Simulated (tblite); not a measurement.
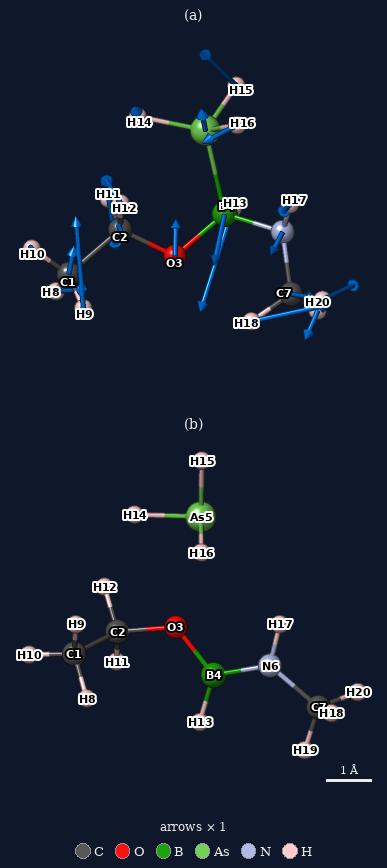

The structure of C$_{3}$H$_{13}$AsBNO before (top) and after (bottom) a relaxation, at one scale. The blue arrows give the displacements, at their true length.

The picture is a ball-and-stick view, seen face on.

These are results of GFN2-xTB geometry optimisation, gas phase in tblite 0.8.0, not measurements. 

Q: What changed between the two?

A: The energy falls by 3.454 eV in 205 geometry steps. H13 moves most after the best rigid fit: 2.60 Å. Largest moves by element: H 2.60 Å, B 1.20 Å, O 0.87 Å, C 0.79 Å, As 0.66 Å, N 0.63 Å. Near-neighbour distances that change, for instance: B4–As5 2.037 → 3.718 Å, As5–N6 2.861 → 3.719 Å, C2–As5 2.962 → 3.558 Å, O3–As5 2.945 → 2.760 Å. Bonds break: B4–As5 (2.04 → 3.72 Å). Among the angles between lasting bonds that change: H14–As5–H16 112.5° → 89.7°, H14–As5–H15 109.7° → 88.1°, H15–As5–H16 108.2° → 88.5°. Groups turn about C2–O3 by about 90°. Cost: 1.2 s on 1 thread of Arm Neoverse V2, on a shared host.
